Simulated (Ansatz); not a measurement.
# AlF2H6NSi2: how energies converge with the basis set

How large a basis does AlF2H6NSi2 need? Two functionals are run in growing sets.

The runs use Ansatz 0.2.0, Gaussian basis; one geometry, several basis sets.

The runs, in order: PBE0-D4/def2-SVP; ωB97M-V/def2-SVP; PBE0-D4/def2-QZVPP; ωB97M-V/def2-QZVPP; the functionals' def2-TZVPP values are taken from earlier runs.

## Step 1: The geometry

The geometry comes from an earlier relaxation with PBE0-D4 in a triple-zeta def2 set; it is a stationary point, not always the lowest conformer.

12 atoms, charge 0, spin multiplicity 1.

Atoms are counted from 1 here; the program's logs count them from 0.

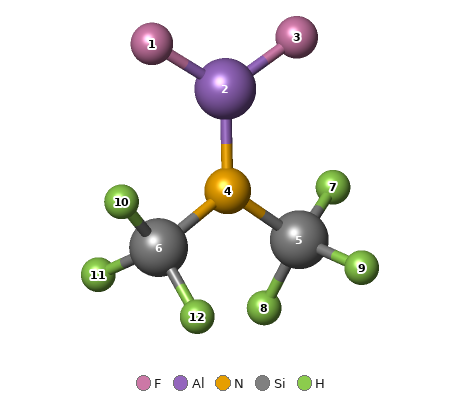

The structure; fluorine pink, aluminium purple, nitrogen amber, silicon grey, hydrogen green; atoms are numbered from 1 in the order of the file.

## Step 2: PBE0-D4 in def2-SVP

in.yaml reads:

```yaml
crystal:
  periodic: [false, false, false]
  atoms:
    - {symbol: F, position_ang: [2.185116, -2.206785, 0.231752]}
    - {symbol: Al, position_ang: [0.887167, -1.467883, 0.902326]}
    - {symbol: F, position_ang: [0.353949, -1.998595, 2.356344]}
    - {symbol: N, position_ang: [0.081741, -0.129873, 0.079241]}
    - {symbol: Si, position_ang: [-1.415307, 0.539727, 0.670875]}
    - {symbol: Si, position_ang: [0.743354, 0.588428, -1.364873]}
    - {symbol: H, position_ang: [-2.098564, -0.462242, 1.526530]}
    - {symbol: H, position_ang: [-2.281243, 0.882281, -0.489818]}
    - {symbol: H, position_ang: [-1.182334, 1.779003, 1.458293]}
    - {symbol: H, position_ang: [2.193985, 0.284487, -1.444000]}
    - {symbol: H, position_ang: [0.067012, 0.074620, -2.585045]}
    - {symbol: H, position_ang: [0.541925, 2.061733, -1.307826]}
basis:
  gaussian: {orbitals: def2-SVP}
hamiltonian: {xc: pbe0, dispersion: d4}
output: {orbitals: {seedname: orbitals}}
```

Run with:

```
ansatz run in.yaml --threads 4 --pin off --events-out ev --progress --plain --max-ram 11315MiB
```

Log:

```text
Functional definition: PBE0
  name "PBE0"
  cite "Adamo & Barone, J. Chem. Phys. 110, 6158 (1999) doi:10.1063/1.478522"
  cite "Perdew, Burke & Ernzerhof, Phys. Rev. Lett. 77, 3865 (1996) doi:10.1103/PhysRevLett.77.3865"
  parent pbe
  parameter a = 0.25
  parameter kappa = 0.804
  parameter beta = 0.06672455060314922
  exchange = (1 - a)*pbe_x(kappa = kappa, mu = beta*pi^2/3) + a*exact_x
  correlation = pbe_c(beta = beta)
1190 factors; integrals over basis functions are off by at most 1.1e-3 eV
mean field evaluation 1: about -29341.7745 eV, gradient 6.8e1 eV
mean field evaluation 2: about -29329.2935 eV, gradient 1.0e2 eV
mean field evaluation 4: about -29349.9833 eV, gradient 6.4e0 eV
mean field evaluation 8: about -29350.1485 eV, gradient 1.3e-1 eV
mean field evaluation 16: about -29350.1486 eV, gradient 8.3e-5 eV
mean field -29350.14858610 eV, -1078.5980662940 hartree, gradient 8.3e-5 eV, S^2 0.000000; 0 other end points of the search recorded, 0 dependent functions left out
reference -29350.14862129 eV, -1078.5980675870 hartree; 36, 36 occupied and 90, 90 virtual orbitals, 1190 factors
Total energy: -29350.42557673 eV, -1078.6082455118 hartree
```

Wall time 1.6 s (4 threads of Intel Xeon Platinum 8259CL at 2.50GHz, shared host); peak memory 0.31 GiB.

## Step 3: ωB97M-V in def2-SVP

in.yaml: that of step 2 with these lines changed.

```diff
@@ -17,3 +17,3 @@
   gaussian: {orbitals: def2-SVP}
-hamiltonian: {xc: pbe0, dispersion: d4}
+hamiltonian: {xc: {name: wB97M-V}}
 output: {orbitals: {seedname: orbitals}}
```

Launched as before.

Log (excerpt; [...] marks lines left out):

```text
Functional definition: wB97M-V
  name "wB97M-V"
  cite "Mardirossian & Head-Gordon, J. Chem. Phys. 144, 214110 (2016) doi:10.1063/1.4952647"
  cite "Becke, J. Chem. Phys. 107, 8554 (1997) doi:10.1063/1.475007"
  cite "Vydrov & Van Voorhis, J. Chem. Phys. 133, 244103 (2010) doi:10.1063/1.3521275"
  # Of w^i u^j: cxij and so on, Table III.
[...]
  gx(w, u) = 1 - cx + cx01*u + cx10*w
  gss(w, u) = css00 + css04*u^4 + css10*w + css20*w^2 + css43*w^4*u^3
  gos(w, u) = cos00 + cos10*w + (cos20 + cos21*u)*w^2 + (cos60 + cos61*u)*w^6
[...]
      + integral(e_c_pw_mod_opposite_spin*gos(b97_w_opposite, b97_u_opposite)) + vv10(b, c)
1190 factors; integrals over basis functions are off by at most 1.1e-3 eV
401 factors; integrals over basis functions are off by at most 6.2e-6 eV
[...]
mean field -29363.33915651 eV, -1079.0828108156 hartree, gradient 6.6e-5 eV, S^2 0.000000; 0 other end points of the search recorded, 0 dependent functions left out
reference -29363.33921241 eV, -1079.0828128698 hartree; 36, 36 occupied and 90, 90 virtual orbitals, 1190 factors
Total energy: -29363.33921241 eV, -1079.0828128698 hartree
```

Run time: 6.5 s. Hardware: 4 threads of Intel Xeon Platinum 8259CL at 2.50GHz, shared host; peak memory 0.48 GiB.

## Step 4: PBE0-D4 in def2-QZVPP

in.yaml: that of step 3 with these lines changed.

```diff
@@ -16,4 +16,4 @@
 basis:
-  gaussian: {orbitals: def2-SVP}
-hamiltonian: {xc: {name: wB97M-V}}
+  gaussian: {orbitals: "def2-QZVPP.json"}
+hamiltonian: {xc: pbe0, dispersion: d4}
 output: {orbitals: {seedname: orbitals}}
```

Launched as before.

Log:

```text
Functional definition: PBE0
  name "PBE0"
  cite "Adamo & Barone, J. Chem. Phys. 110, 6158 (1999) doi:10.1063/1.478522"
  cite "Perdew, Burke & Ernzerhof, Phys. Rev. Lett. 77, 3865 (1996) doi:10.1103/PhysRevLett.77.3865"
  parent pbe
  parameter a = 0.25
  parameter kappa = 0.804
  parameter beta = 0.06672455060314922
  exchange = (1 - a)*pbe_x(kappa = kappa, mu = beta*pi^2/3) + a*exact_x
  correlation = pbe_c(beta = beta)
2088 factors; their error is unknown
mean field evaluation 1: about -29357.0051 eV, gradient 8.2e1 eV
mean field evaluation 2: about -29335.5126 eV, gradient 1.3e2 eV
mean field evaluation 4: about -29367.9527 eV, gradient 1.0e1 eV
mean field evaluation 8: about -29368.1175 eV, gradient 5.2e-2 eV
mean field evaluation 16: about -29368.1380 eV, gradient 2.1e-5 eV
mean field -29368.13802582 eV, -1079.2591660100 hartree, gradient 2.1e-5 eV, S^2 0.000000; 0 other end points of the search recorded, 0 dependent functions left out
reference -29368.13807535 eV, -1079.2591678302 hartree; 36, 36 occupied and 525, 525 virtual orbitals, 2088 factors
Total energy: -29368.41503079 eV, -1079.2693457550 hartree
```

Wall time 15 s (4 threads of Intel Xeon Platinum 8259CL at 2.50GHz, shared host); peak memory 2.9 GiB.

## Step 5: ωB97M-V in def2-QZVPP

in.yaml: that of step 4 with these lines changed.

```diff
@@ -17,3 +17,3 @@
   gaussian: {orbitals: "def2-QZVPP.json"}
-hamiltonian: {xc: pbe0, dispersion: d4}
+hamiltonian: {xc: {name: wB97M-V}}
 output: {orbitals: {seedname: orbitals}}
```

The command is unchanged.

Log (excerpt; [...] marks lines left out):

```text
Functional definition: wB97M-V
  name "wB97M-V"
  cite "Mardirossian & Head-Gordon, J. Chem. Phys. 144, 214110 (2016) doi:10.1063/1.4952647"
  cite "Becke, J. Chem. Phys. 107, 8554 (1997) doi:10.1063/1.475007"
  cite "Vydrov & Van Voorhis, J. Chem. Phys. 133, 244103 (2010) doi:10.1063/1.3521275"
  # Of w^i u^j: cxij and so on, Table III.
[...]
  gx(w, u) = 1 - cx + cx01*u + cx10*w
  gss(w, u) = css00 + css04*u^4 + css10*w + css20*w^2 + css43*w^4*u^3
  gos(w, u) = cos00 + cos10*w + (cos20 + cos21*u)*w^2 + (cos60 + cos61*u)*w^6
[...]
      + integral(e_c_pw_mod_opposite_spin*gos(b97_w_opposite, b97_u_opposite)) + vv10(b, c)
2005 factors; their error is unknown
471 factors; integrals over basis functions are off by at most 8.5e-6 eV
[...]
mean field -29381.45168730 eV, -1079.7484340449 hartree, gradient 2.3e-5 eV, S^2 0.000000; 0 other end points of the search recorded, 0 dependent functions left out
reference -29381.45177026 eV, -1079.7484370937 hartree; 36, 36 occupied and 525, 525 virtual orbitals, 2005 factors
Total energy: -29381.45177026 eV, -1079.7484370937 hartree
```

It took 27 s on 4 threads of Intel Xeon Platinum 8259CL at 2.50GHz, shared host; peak memory 3.1 GiB.

## Step 6: Density functionals: the series

The def2-TZVPP values come from earlier runs at the same geometry.

```tsv
functional	basis	functions	energy (eV)	from the largest (eV)	HOMO (eV)	LUMO (eV)
PBE0-D4	def2-SVP	126	-29350.4256	17.989	-8.09	-0.99
PBE0-D4	def2-TZVPP	303	-29367.2233	1.192	-8.20	-1.20
PBE0-D4	def2-QZVPP	561	-29368.4150	0.000	-8.21	-1.30
ωB97M-V	def2-SVP	126	-29363.3392	18.113	-10.30	0.68
ωB97M-V	def2-TZVPP	303	-29380.3513	1.100	-10.45	0.43
ωB97M-V	def2-QZVPP	561	-29381.4518	0.000	-10.47	0.15
```

## Step 7: Summary of results

| quantity | value |
| --- | --- |
| PBE0-D4: double and triple zeta above quadruple | 17.99, 1.19 eV |
| ωB97M-V: double and triple zeta above quadruple | 18.11, 1.10 eV |

**Reading.** PBE0-D4 gains 16.80 eV from double to triple zeta, then 1.19 eV more. These are total energies; as a rule much of such shifts cancels in differences, which this series doesn't test. The LUMO of ωB97M-V is positive and keeps falling with the basis (0.68 to 0.15 eV): an unbound level that the basis holds in place.

For PBE0-D4 the largest set took about 9 times as long as the smallest (15 s against 1.6 s).
